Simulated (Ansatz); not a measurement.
BNH5SCl: several calculations on one system

## 1. Relaxation

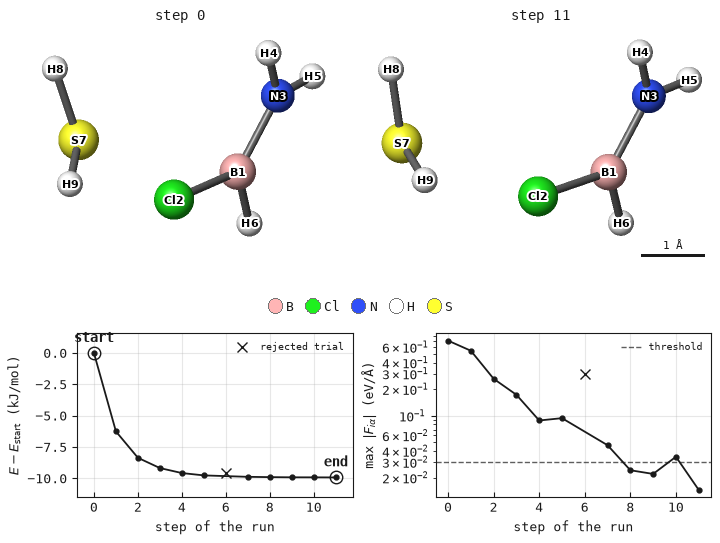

First and last geometry of a relaxation of BNH$_{5}$SCl, with the history of the run. A ball-and-stick model, seen from a free direction.

The run prepares an end point of a later path (reaction) calculation, from a guessed geometry.

Theory: RKS PBE0/def2-SVP (Ansatz 0.2.0). Settings: no spin polarisation; force threshold 0.03 eV/Å; at most 50 steps.

### Did the run converge, and what did it change?

It converged. The energy falls by 9.92 kJ/mol in 10 accepted moves (11 points after the start). The largest force component goes from 0.71 to 0.015 eV/Å. The line search rejected the trial step at point 6 of the run. The largest move after the best rigid fit is that of S7, 0.61 Å. Largest moves by element: S 0.61 Å, H 0.40 Å, B 0.20 Å, N 0.19 Å, Cl 0.10 Å. Some distances before and after: B1–Cl2 1.836 → 1.781 Å, S7–H9 1.378 → 1.351 Å. The run took 22 s on 2 threads of Arm Neoverse V2, on a shared host, peak memory 0.18 GiB.

Limits of the set-up: the start holds two separate molecules, 2.6 Å apart at their closest, whose relative position is a soft coordinate and is computed without a dispersion correction.

## 2. Relaxation

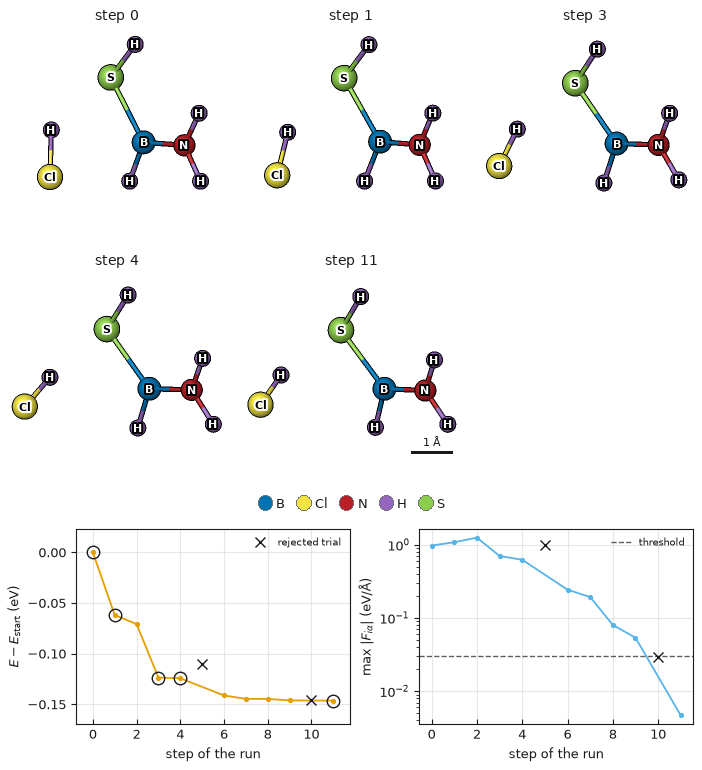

Frames of a relaxation of BNH5SCl, marked on the history of the run. Style: ball-and-stick. Shown at a tilt.

The run prepares an end point of a later path (reaction) calculation, from a guessed geometry.

Theory: RKS PBE0/def2-SVP (Ansatz 0.2.0). Settings: no spin polarisation; force threshold 0.03 eV/Å; at most 50 steps.

### Describe the path.

The atom that moves furthest after the best rigid fit is the Cl atom (0.76 Å). Largest moves by element: Cl 0.76 Å, H 0.39 Å, S 0.25 Å, B 0.19 Å, N 0.19 Å. Some distances before and after: B–S 1.868 → 1.827 Å, Cl–H 1.333 → 1.303 Å. After 9 accepted moves (11 points after the start) the energy has fallen by 0.146 eV. Largest force component: 0.98 eV/Å at the start, 0.0047 eV/Å at the end. The line search rejected the trial steps at points 5, 10 of the run. From step 0 to 1: the Cl atom moves most (0.20 Å), energy −0.062 eV. From step 1 to 3: the Cl atom moves most (0.37 Å), energy −0.062 eV. From step 3 to 4: the Cl atom moves most (0.20 Å), energy −0.001 eV. From step 4 to 11: an H atom moves most (0.12 Å), energy −0.022 eV.

```csv
step,"E − E(0), eV","largest force component, eV/Å",note
0,0.0000,0.9775,
1,-0.0618,1.0846,
2,-0.0707,1.2528,
3,-0.1236,0.7036,
4,-0.1242,0.6246,
5,-0.1102,0.9941,rejected
6,-0.1412,0.2439,
7,-0.1445,0.1931,
8,-0.1445,0.0804,
9,-0.1461,0.0538,
10,-0.1460,0.0293,rejected
11,-0.1462,0.0047,
```

Limits of the set-up: the start holds two separate molecules, 2.6 Å apart at their closest, whose relative position is a soft coordinate and is computed without a dispersion correction.

## 3. Path

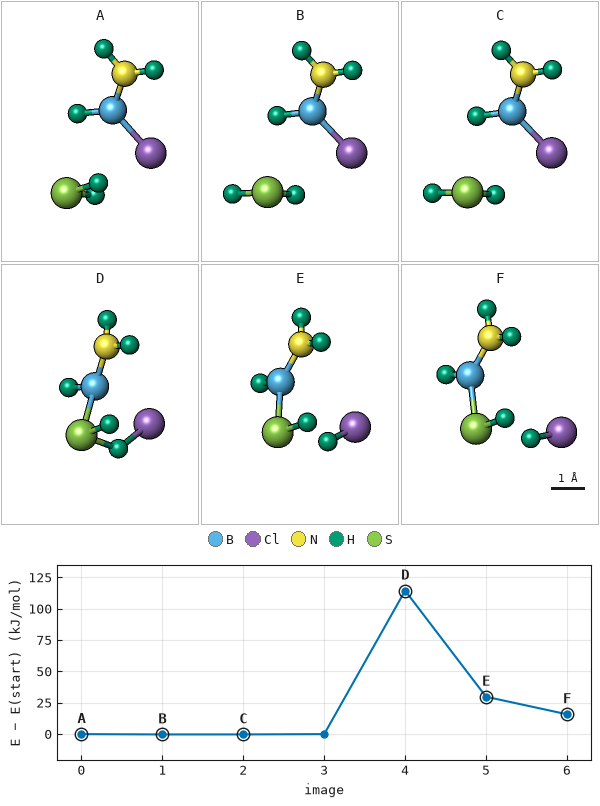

A search for the minimum-energy path of BNH₅SCl, made up of BNH3Cl and H$_{2}$S by the nudged elastic band. Images are numbered from 0 (start) to 6 (end). Frames A to F are images 0, 1, 2, 4, 5, 6. The picture is a ball-and-stick view, seen from a free direction.

Method: RKS PBE0/def2-SVP in Ansatz 0.2.0. Run with 5 movable images; climbing image; force threshold 0.03 eV/Å; iteration limit 60; starting path through a guess of the saddle point.

### Describe the mechanism and the energy profile.

Breaking: B–Cl (1.78 → 3.75 Å), H–S (1.35 → 2.38 Å). Forming: B–S (3.85 → 1.83 Å), Cl–H (2.74 → 1.30 Å). The energy climbs by 114.5 kJ/mol to image 4 and then falls by 98.7 kJ/mol, so the end point sits at +15.8 kJ/mol. The band is converged.

Limits of the set-up: the start holds two separate molecules, 2.7 Å apart at their closest, whose relative position is a soft coordinate and is computed without a dispersion correction.
